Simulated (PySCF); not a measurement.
# CH5InS (SMILES [CH3][InH][SH]) at 6 levels

Aim: a comparison of 6 runs (HF/STO-3G, HF/3-21G, PBE0/3-21G, CAM-B3LYP/def2-TZVP, MP2/def2-SVPD, CCSD(T)/def2-SVP) of CH5InS. Input form: a Python script.

Program for the calculation: PySCF 2.14.0.

## 1. The system as given

CH5InS: 8 atoms, total charge 0, spin state singlet. As SMILES, `[CH3][InH][SH]`. The shape is that of a PBE0-D4/def2-TZVP optimisation. This is one conformer, not always the lowest.

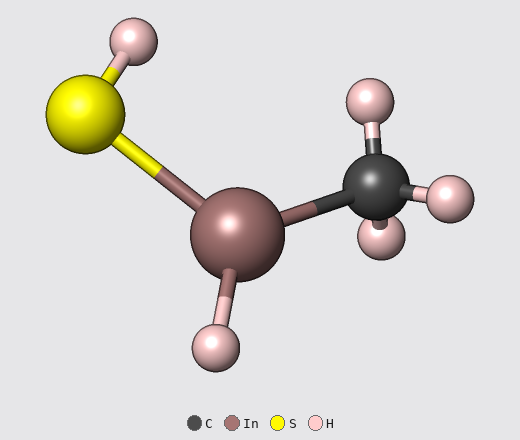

Viewed from a chosen angle; carbon dark grey, indium brown, sulfur yellow, hydrogen pink.

## 2. Energy and forces at HF/STO-3G (run 1)

The input, start.xyz:

```xyz
8
CH5InS
C     -0.661300     1.040200     0.284300
In     0.667900    -0.248300    -0.795100
S      1.026600    -2.433900     0.126500
H     -1.610700     1.111900    -0.250200
H     -0.848000     0.644600     1.282200
H     -0.238500     2.042400     0.365100
H      1.535700     0.021100    -2.250600
H      0.220400    -2.235100     1.182000
```

The input, run.py:

```python
# [CH3][InH][SH]
from pyscf import gto

mol = gto.M(
    atom='start.xyz',
    verbose=4,
    max_memory=1860,
    basis='sto-3g',
)

mf = mol.RHF()
mf.conv_tol = 1e-10
mf.kernel()
if not mf.converged:
    mf = mf.newton().run(mf.mo_coeff, mf.mo_occ)

e_tot = mf.e_tot
print(f'total energy: {e_tot:.8f} hartree')
grad = mf.nuc_grad_method().kernel()
mf.analyze()
```

Command:

```bash
$ OMP_NUM_THREADS=1 python run.py
```

The log of the run:

```text
PySCF version 2.14.0

[... 76 lines left out ...]
One-electron Energy =                -9148.337090667684606
[... 8 lines left out ...]
MO #4   energy= -138.015689099839  occ= 2
[... 6 lines left out ...]
MO #11  energy= -16.5788281903825  occ= 2
[... 6 lines left out ...]
MO #18  energy= -6.20364630384553  occ= 2
[... 6 lines left out ...]
MO #25  energy= -0.863045852677514 occ= 2
[... 6 lines left out ...]
MO #32  energy= -0.492535689013273 occ= 2
[... 6 lines left out ...]
MO #39  energy= 0.218633726089477  occ= 0
[... 6 lines left out ...]
MO #46  energy= 0.770787284881307  occ= 0
[... 57 lines left out ...]
Dipole moment(X, Y, Z, Debye): -0.50059,  1.32838, -0.14206
```

Wall time 3.9 s (1 thread of Intel Xeon at 2.70GHz, shared host); peak memory 0.12 GiB.

## 3. Energy and forces at HF/3-21G (run 2)

The input, job.py:

```python
import pyscf.grad
from pyscf import gto, scf

mol = gto.Mole()
mol.atom = [
    ('C', (-0.661300, 1.040200, 0.284300)),
    ('In', (0.667900, -0.248300, -0.795100)),
    ('S', (1.026600, -2.433900, 0.126500)),
    ('H', (-1.610700, 1.111900, -0.250200)),
    ('H', (-0.848000, 0.644600, 1.282200)),
    ('H', (-0.238500, 2.042400, 0.365100)),
    ('H', (1.535700, 0.021100, -2.250600)),
    ('H', (0.220400, -2.235100, 1.182000)),
]
mol.max_memory = 1860
mol.verbose = 3
mol.basis = '3-21g'
mol.spin = 0
mol.build()

mf = scf.RHF(mol)
mf.conv_tol = 1e-10
mf.kernel()
if not mf.converged:
    mf = mf.newton().run(mf.mo_coeff, mf.mo_occ)

e_final = mf.e_tot
print('E = %.10f Eh' % e_final)
grad = mf.Gradients().kernel()
dip = mf.dip_moment()
pop, q = mf.mulliken_pop()
```

Command:

```bash
$ OMP_NUM_THREADS=1 python job.py
```

The log of the run:

```text
converged SCF energy = -6150.87730459608
[... 9 lines left out ...]
Dipole moment(X, Y, Z, Debye): -1.56828,  3.31000,  0.09450
[... 72 lines left out ...]
charge of    7H =      0.05630
```

Wall time 4.2 s (1 thread of Intel Xeon at 2.70GHz, shared host); peak memory 0.13 GiB.

Runs 3 to 4 aren't shown in full; the table further down has their settings and results.

## 4. Energy and gradient at MP2/def2-SVPD (core potential) (run 5)

The input, input.py:

```python
import pyscf.grad
from pyscf import gto, mp

mol = gto.M(
    atom=[
    ('C', (-0.661300, 1.040200, 0.284300)),
    ('In', (0.667900, -0.248300, -0.795100)),
    ('S', (1.026600, -2.433900, 0.126500)),
    ('H', (-1.610700, 1.111900, -0.250200)),
    ('H', (-0.848000, 0.644600, 1.282200)),
    ('H', (-0.238500, 2.042400, 0.365100)),
    ('H', (1.535700, 0.021100, -2.250600)),
    ('H', (0.220400, -2.235100, 1.182000)),
],
    basis='def2-svpd',
    spin=0,
    charge=0,
    max_memory=1860,
    ecp={'In': 'def2-svp'},
    verbose=4,
)

calc0 = mol.RHF()
calc0.conv_tol = 1e-10
calc0.kernel()
if not calc0.converged:
    calc0 = calc0.newton().run(calc0.mo_coeff, calc0.mo_occ)

pt = mp.MP2(calc0, frozen=10).run()
etot = pt.e_tot
print(f'total energy: {etot:.8f} hartree')
grad = pt.Gradients().kernel()
dip = calc0.dip_moment()
pop, q = calc0.mulliken_pop()
```

Command:

```bash
$ OMP_NUM_THREADS=1 python input.py
```

The log of the run:

```text
PySCF version 2.14.0

[... 66 lines left out ...]
converged SCF energy = -627.386673945815
[... 8 lines left out ...]
total energy: -627.78421719 hartree
[... 8 lines left out ...]
Dipole moment(X, Y, Z, Debye): -1.18048,  2.42110,  0.12694
[... 128 lines left out ...]
charge of    7H =      0.20561
```

Run time: 36 s. Hardware: 1 thread of Intel Xeon at 2.70GHz, shared host; peak memory 1.8 GiB.

## 5. A single-point energy at CCSD(T)/def2-SVP (core potential) (run 6)

The input, geometry.xyz:

```xyz
8
CH5InS
C     -0.661300     1.040200     0.284300
In     0.667900    -0.248300    -0.795100
S      1.026600    -2.433900     0.126500
H     -1.610700     1.111900    -0.250200
H     -0.848000     0.644600     1.282200
H     -0.238500     2.042400     0.365100
H      1.535700     0.021100    -2.250600
H      0.220400    -2.235100     1.182000
```

The input, calc.py:

```python
from pyscf import gto, cc

molecule = gto.Mole()
molecule.atom = 'geometry.xyz'
molecule.basis = 'def2-svp'
molecule.verbose = 4
molecule.max_memory = 1860
molecule.ecp = {'In': 'def2-svp'}
molecule.build()

myscf = molecule.RHF()
myscf.conv_tol = 1e-10
myscf.kernel()
if not myscf.converged:
    myscf = myscf.newton().run(myscf.mo_coeff, myscf.mo_occ)

mycc = cc.CCSD(myscf, frozen=10)
mycc.kernel()
e_t = mycc.ccsd_t()
etot = mycc.e_tot + e_t
print(f'total energy: {etot:.8f} hartree')
dip = myscf.dip_moment()
pop, q = myscf.mulliken_pop()
```

Command:

```bash
$ OMP_NUM_THREADS=1 python calc.py
```

The log of the run:

```text
PySCF version 2.14.0

[... 64 lines left out ...]
converged SCF energy = -627.377590911429
[... 12 lines left out ...]
Init t2, MP2 energy = -627.747824594272  E_corr(MP2) -0.370233682843326
[... 11 lines left out ...]
CCSD converged
[... 2 lines left out ...]
total energy: -627.80485159 hartree
Dipole moment(X, Y, Z, Debye): -1.23064,  2.31708,  0.25947
[... 92 lines left out ...]
charge of    7H =      0.06510
```

Wall time 19 s (1 thread of Intel Xeon at 2.70GHz, shared host); peak memory 0.39 GiB.

## 6. All runs side by side

```csv
run,level,integration grid,core potential,energy (Eh),dipole moment (D) of the reference,HOMO energy (eV),LUMO energy (eV),wall time
1,HF/STO-3G,–,–,-6116.408319,1.43,-6.56,5.95,3.9 s
2,HF/3-21G,–,–,-6150.877305,3.66,-9.98,1.15,4.2 s
3,PBE0/3-21G,5,–,-6153.777817,3.31,-7.23,-1.28,20 s
4,CAM-B3LYP/def2-TZVP (core potential),5,def2-svp,-629.450493,2.43,-8.52,-0.53,2.5 min
5,MP2/def2-SVPD (core potential),–,def2-svp,-627.784217,2.70,-9.93,1.11,36 s
6,CCSD(T)/def2-SVP (core potential),–,def2-svp,-627.804852,2.64,-9.80,1.32,19 s
```

## 7. Summary of results

```
                                           quantity          value
                                run 6: total energy  -627.80485 Eh
        run 6: dipole moment (Hartree–Fock density)         2.64 D
         run 6: HOMO energy (Hartree–Fock orbitals)       -9.80 eV
         run 6: LUMO energy (Hartree–Fock orbitals)        1.32 eV
       run 6: HOMO–LUMO gap (Hartree–Fock orbitals)       11.11 eV
run 6: correlation energy (10 core orbitals frozen)     -427.3 mEh
                              run 6: (T) correction     -12.33 mEh
                               run 6: T1 diagnostic          0.011
```

In words: Over runs 1, 2, 3, 4 the dipole moment (its size) runs from 1.43 D (HF/STO-3G) to 3.66 D (HF/3-21G). Over runs 1, 2, 3, 4 the HOMO–LUMO gap runs from 5.96 eV (PBE0/3-21G) to 12.51 eV (HF/STO-3G). The two ends differ in method and basis. Totals of different functionals can't be ranked against each other. Some runs of one species differ in core potentials or relativity; totals across that change don't compare. In run 1 the basis is minimal, so the values are rough. In runs 1, 2, 3 relativity is left out where basis or elements ask for it. All runs together took 3.9 min, the longest 2.5 min.
